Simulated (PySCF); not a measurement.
Geometry relaxation of B₂H₄F (charge −1) (part 2 of 2)

Continued. System: B₂H₄F, charge −1, SMILES B[BH2-]F. Method: HF/6-31G, RHF (PySCF 2.14.0). The geometry comes from this level: GFN2-xTB.

Geometry of the input (Å):
```
B  -0.5575  -0.5471  -0.6066
B  0.3689  0.3922  0.4348
F  1.8337  0.2171  0.2990
H  -1.7529  -0.4882  -0.5889
H  -0.1655  -1.3241  -1.4243
H  0.1120  0.1504  1.6194
H  0.1613  1.5997  0.2667
```

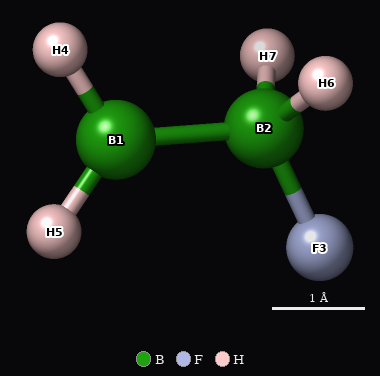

Fig. 1: The geometry at step 4 of the log (ball-and-stick view, seen at a tilt; atoms are numbered from 1 in the order of the input).

**Output, continued**
```
--------------- RHF_Scanner gradients ---------------
         x                y                z
0 B    -0.0000140927    -0.0000187620    -0.0000213672
1 B    -0.0000060346     0.0000459618     0.0000519138
2 F     0.0000177467    -0.0000182889    -0.0000194462
3 H    -0.0000022227     0.0000028664     0.0000019245
4 H     0.0000115840     0.0000034732     0.0000049670
5 H    -0.0000026823    -0.0000106140    -0.0000062147
6 H    -0.0000042985    -0.0000046366    -0.0000117771
----------------------------------------------
cycle 6: E = -151.091560349  dE = -1.6654e-07  norm(grad) = 8.60444e-05
Step    5 : Displace = 7.802e-04/1.081e-03 (rms/max) Trust = 3.000e-01 (+) Grad = 3.252e-05/6.960e-05 (rms/max) E (change) = -151.0915603494 (-1.665e-07) Quality = 1.219
Hessian Eigenvalues: 2.28885e-02 2.62768e-02 4.99952e-02 ... 2.50450e-01 2.96832e-01 3.42422e-01

Geometry optimization cycle 7
Cartesian coordinates (Angstrom)
 Atom        New coordinates             dX        dY        dZ
   B  -0.552121  -0.543865  -0.603157    0.000115 -0.000042 -0.000048
   B   0.401494   0.405595   0.449378    0.000096 -0.000083 -0.000102
   F   1.880459   0.207480   0.291369    0.000125  0.000249  0.000297
   H  -1.766292  -0.473815  -0.572833    0.000127  0.000134  0.000195
   H  -0.163999  -1.336346  -1.437941   -0.000302 -0.000125 -0.000174
   H   0.075146   0.138900   1.619150   -0.000102 -0.000044 -0.000121
   H   0.125303   1.602062   0.254045   -0.000059 -0.000089 -0.000047
converged SCF energy = -151.091560370304
--------------- RHF_Scanner gradients ---------------
         x                y                z
0 B     0.0000010928    -0.0000051292    -0.0000055616
1 B     0.0000006290     0.0000131739     0.0000145367
2 F     0.0000052481    -0.0000041998    -0.0000045053
3 H    -0.0000022173     0.0000008195     0.0000005233
4 H    -0.0000003079     0.0000001803     0.0000005691
5 H    -0.0000021051    -0.0000045000    -0.0000009977
6 H    -0.0000023396    -0.0000003447    -0.0000045645
----------------------------------------------
cycle 7: E = -151.09156037  dE = -2.09484e-08  norm(grad) = 2.38242e-05
Step    6 : Displace = 2.563e-04/4.063e-04 (rms/max) Trust = 3.000e-01 (=) Grad = 9.005e-06/1.963e-05 (rms/max) E (change) = -151.0915603703 (-2.095e-08) Quality = 1.151
Hessian Eigenvalues: 2.28399e-02 2.62779e-02 4.99821e-02 ... 2.47990e-01 2.89326e-01 3.38965e-01

Geometry optimization cycle 8
Cartesian coordinates (Angstrom)
 Atom        New coordinates             dX        dY        dZ
   B  -0.552120  -0.543867  -0.603162    0.000001 -0.000002 -0.000004
   B   0.401496   0.405572   0.449353    0.000003 -0.000023 -0.000025
   F   1.880463   0.207502   0.291401    0.000004  0.000022  0.000032
   H  -1.766285  -0.473813  -0.572823    0.000007  0.000002  0.000010
   H  -0.164023  -1.336350  -1.437957   -0.000023 -0.000004 -0.000016
   H   0.075147   0.138918   1.619136    0.000000  0.000018 -0.000013
   H   0.125311   1.602049   0.254061    0.000008 -0.000013  0.000016
converged SCF energy = -151.091560371361
--------------- RHF_Scanner gradients ---------------
         x                y                z
0 B     0.0000013544    -0.0000002946    -0.0000003553
1 B    -0.0000014370     0.0000011642     0.0000012789
2 F     0.0000015602    -0.0000001279    -0.0000002274
3 H    -0.0000005232     0.0000000722    -0.0000001088
4 H    -0.0000007444    -0.0000001175     0.0000000861
5 H    -0.0000000468    -0.0000006460    -0.0000001371
6 H    -0.0000001633    -0.0000000504    -0.0000005364
----------------------------------------------
cycle 8: E = -151.091560371  dE = -1.05757e-09  norm(grad) = 3.35066e-06
```

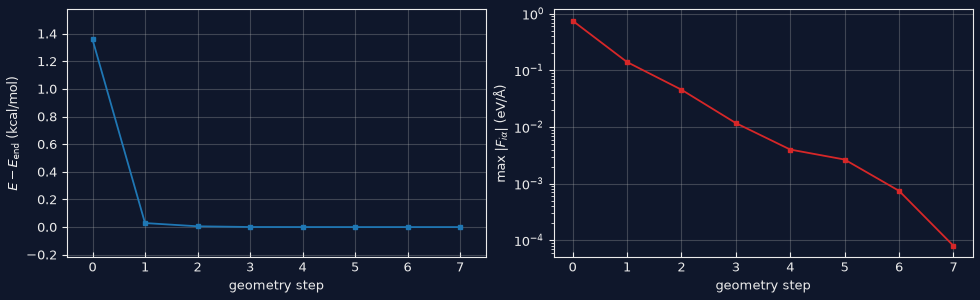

Fig. 2: Progress of the relaxation, step by step (steps are counted from 0).

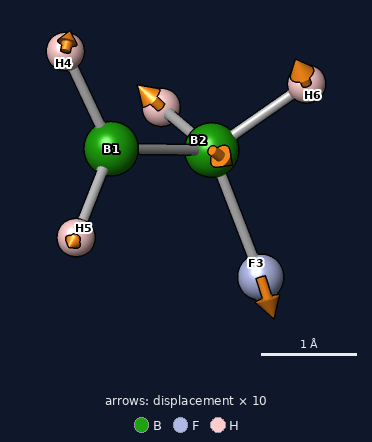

Fig. 3: The starting structure with the displacements as orange arrows, magnified 10 times (ball-and-stick view, seen at a tilt). The two geometries are laid on each other by the best rigid fit. The atom that moves furthest after the best rigid fit is F3 (0.048 Å). Largest moves by element: F 0.048 Å, H 0.039 Å, B 0.038 Å. Distances before and after: B1–B2 1.681 → 1.708 Å, B1–H5 1.194 → 1.215 Å, B1–H4 1.197 → 1.217 Å, B2–F3 1.482 → 1.501 Å. Among the angles that change: F3–B2–H6 105.7° → 109.2°, B1–B2–H6 111.7° → 108.3°. Over 7 geometry steps the energy falls by 1.36 kcal/mol. Largest force component: 0.76 eV/Å at the start, under 0.0001 eV/Å at the end. (Atoms are counted from 1 in the order of the input.)

```
Step    7 : Displace = 2.587e-05/3.950e-05 (rms/max) Trust = 3.000e-01 (=) Grad = 1.266e-06/2.249e-06 (rms/max) E (change) = -151.0915603714 (-1.058e-09) Quality = 1.105
Hessian Eigenvalues: 2.28399e-02 2.62779e-02 4.99821e-02 ... 2.47990e-01 2.89326e-01 3.38965e-01
Converged! =D

converged: True
B          -0.55211953       -0.54386740       -0.60316162
B           0.40149621        0.40557206        0.44935319
F           1.88046315        0.20750177        0.29140110
H          -1.76628518       -0.47381297       -0.57282294
H          -0.16402257       -1.33635048       -1.43795697
H           0.07514651        0.13891780        1.61913617
H           0.12531140        1.60204922        0.25406108
converged SCF energy = -151.091560371363
E = -151.0915603714 Eh
```

**Trajectory as extended XYZ (Å, eV, eV/Å), 8 frames, from step=0 to step=7**
```
7
Properties=species:S:1:pos:R:3:forces:R:3 step=0 energy=-4111.35190
B    -0.5575   -0.5471   -0.6066   -0.1170   0.0602   0.0616
B     0.3689    0.3922    0.4348    0.4736   0.4939   0.5266
F     1.8337    0.2171    0.2990    0.7560  -0.2863  -0.2737
H    -1.7529   -0.4882   -0.5889   -0.4632   0.0287   0.0140
H    -0.1655   -1.3241   -1.4243    0.2047  -0.2897  -0.3034
H     0.1120    0.1504    1.6194   -0.4300  -0.1196   0.0991
H     0.1613    1.5997    0.2667   -0.4240   0.1128  -0.1241
7
Properties=species:S:1:pos:R:3:forces:R:3 step=1 energy=-4111.40955
B    -0.5560   -0.5409   -0.6001    0.0231  -0.0320  -0.0326
B     0.4017    0.4042    0.4482    0.0212   0.0681   0.0690
F     1.8843    0.1998    0.2830   -0.1408   0.0264   0.0230
H    -1.7705   -0.4796   -0.5799    0.0035   0.0219   0.0242
H    -0.1574   -1.3302   -1.4308   -0.0028  -0.0291  -0.0318
H     0.0743    0.1431    1.6213    0.0473  -0.0141  -0.0377
H     0.1236    1.6037    0.2582    0.0486  -0.0411  -0.0141
7
Properties=species:S:1:pos:R:3:forces:R:3 step=2 energy=-4111.41056
B    -0.5515   -0.5451   -0.6044   -0.0051   0.0198   0.0214
B     0.3994    0.4051    0.4489    0.0457   0.0056   0.0056
F     1.8792    0.2049    0.2884   -0.0204   0.0129   0.0133
H    -1.7652   -0.4709   -0.5702   -0.0034  -0.0228  -0.0241
H    -0.1604   -1.3373   -1.4386   -0.0215   0.0081   0.0076
H     0.0744    0.1407    1.6201    0.0019  -0.0102  -0.0133
H     0.1241    1.6027    0.2557    0.0028  -0.0134  -0.0106
7
Properties=species:S:1:pos:R:3:forces:R:3 step=3 energy=-4111.41079
B    -0.5533   -0.5437   -0.6030    0.0059   0.0019   0.0025
B     0.4005    0.4057    0.4496    0.0118   0.0017   0.0014
F     1.8793    0.2062    0.2898    0.0011  -0.0014  -0.0013
H    -1.7674   -0.4752   -0.5746   -0.0017   0.0001   0.0004
H    -0.1621   -1.3356   -1.4369   -0.0040  -0.0013  -0.0017
H     0.0766    0.1399    1.6200   -0.0068  -0.0034   0.0020
H     0.1264    1.6026    0.2551   -0.0062   0.0024  -0.0032
7
Properties=species:S:1:pos:R:3:forces:R:3 step=4 energy=-4111.41080
B    -0.5527   -0.5437   -0.6030    0.0030   0.0013   0.0016
B     0.4010    0.4058    0.4496    0.0040  -0.0025  -0.0030
F     1.8799    0.2066    0.2903   -0.0018   0.0014   0.0015
H    -1.7668   -0.4745   -0.5737   -0.0007   0.0000   0.0001
H    -0.1628   -1.3358   -1.4373   -0.0023  -0.0009  -0.0011
H     0.0757    0.1393    1.6196   -0.0013  -0.0003   0.0010
H     0.1257    1.6024    0.2544   -0.0010   0.0010  -0.0001
7
Properties=species:S:1:pos:R:3:forces:R:3 step=5 energy=-4111.41081
B    -0.5522   -0.5438   -0.6031    0.0007   0.0010   0.0011
B     0.4014    0.4057    0.4495    0.0003  -0.0024  -0.0027
F     1.8803    0.2072    0.2911   -0.0009   0.0009   0.0010
H    -1.7664   -0.4739   -0.5730    0.0001  -0.0001  -0.0001
H    -0.1637   -1.3362   -1.4378   -0.0006  -0.0002  -0.0003
H     0.0752    0.1389    1.6193    0.0001   0.0005   0.0003
H     0.1254    1.6022    0.2541    0.0002   0.0002   0.0006
7
Properties=species:S:1:pos:R:3:forces:R:3 step=6 energy=-4111.41081
B    -0.5521   -0.5439   -0.6032   -0.0001   0.0003   0.0003
B     0.4015    0.4056    0.4494    0.0000  -0.0007  -0.0007
F     1.8805    0.2075    0.2914   -0.0003   0.0002   0.0002
H    -1.7663   -0.4738   -0.5728    0.0001   0.0000   0.0000
H    -0.1640   -1.3363   -1.4379    0.0000   0.0000   0.0000
H     0.0751    0.1389    1.6192    0.0001   0.0002   0.0001
H     0.1253    1.6021    0.2540    0.0001   0.0000   0.0002
7
Properties=species:S:1:pos:R:3:forces:R:3 step=7 energy=-4111.41081
B    -0.5521   -0.5439   -0.6032   -0.0001   0.0000   0.0000
B     0.4015    0.4056    0.4494    0.0001  -0.0001  -0.0001
F     1.8805    0.2075    0.2914   -0.0001   0.0000   0.0000
H    -1.7663   -0.4738   -0.5728    0.0000   0.0000   0.0000
H    -0.1640   -1.3363   -1.4380    0.0000   0.0000   0.0000
H     0.0751    0.1389    1.6191    0.0000   0.0000   0.0000
H     0.1253    1.6020    0.2541    0.0000   0.0000   0.0000
```

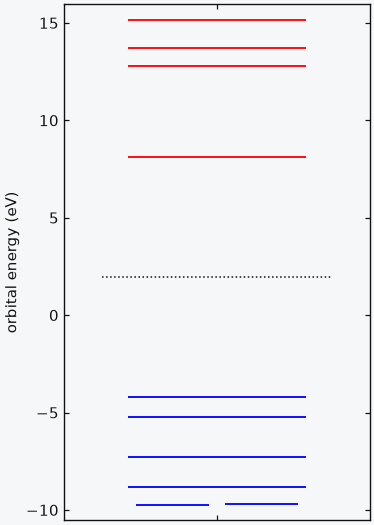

Fig. 4: Orbital energies near the frontier; the dotted line parts filled from empty levels, and levels within 0.02 eV of each other stand side by side. Highest filled −4.20 eV, lowest empty 8.14 eV, 12.34 eV apart.
